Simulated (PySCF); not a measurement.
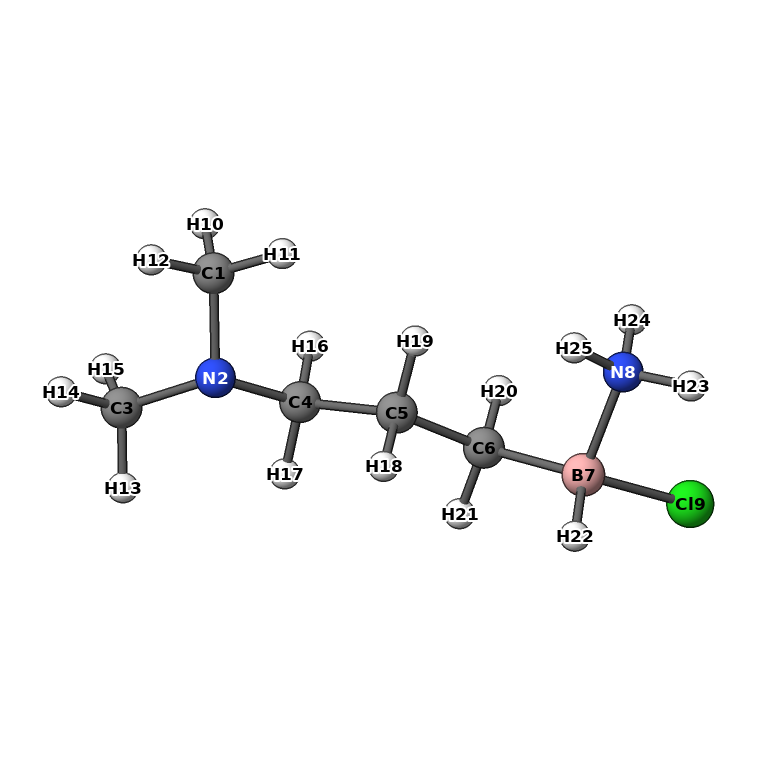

The questions are on isotropic NMR shieldings of the H atoms. The computed structure is the end point of a GFN2-xTB optimisation. No frequency run is at hand to confirm it as a minimum. Method: GIAO PBE0/pcSseg-1 NMR shielding, non-relativistic, gas phase (PySCF 2.14.0).

### Which H atom is the most shielded (lowest chemical shift)?

H20 (31.66 ppm).

### Which H atom is the least shielded (highest chemical shift)?

H25 (28.29 ppm).

### How wide is the range of H shifts?

3.37 ppm.

List the isotropic NMR shieldings of the H atoms.

| atom | σ (ppm) |
| --- | --- |
| H10 | 30.21 |
| H11 | 29.14 |
| H12 | 29.44 |
| H13 | 29.18 |
| H14 | 29.34 |
| H15 | 29.71 |
| H16 | 29.82 |
| H17 | 29.35 |
| H18 | 30.30 |
| H19 | 30.83 |
| H20 | 31.66 |
| H21 | 30.85 |
| H22 | 28.39 |
| H23 | 28.49 |
| H24 | 29.05 |
| H25 | 28.29 |

The geometry is semi-empirical. Around B such bond lengths and angles can be off by a tenth of an ångström or more and by several degrees, and values that hang on the shape move with them.
